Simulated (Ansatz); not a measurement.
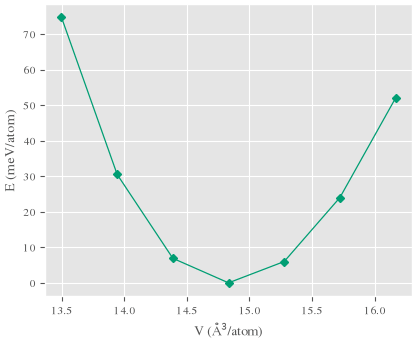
Figure. GeRh in space group Pnma (No. 62; Rh on 4c, Ge on 4c) under volume change, plane-wave PAW PBEsol (Ansatz code), shape and atoms relaxed at each volume.

Task: What does a third-order Birch–Murnaghan fit give for V₀, B₀ and B′?

Result: V₀ = 14.83 Å³/atom, B₀ = 166 GPa, B′ = 5.1.

The workflow started from an entry of the Crystallography Open Database (COD). Its standing as an ambient phase is unchecked. The cell was relaxed with PBEsol under the symmetry of its start; its stability against distortions is not shown here. No spin polarisation was allowed.

Potentials: the later of the program's two PAW sets.
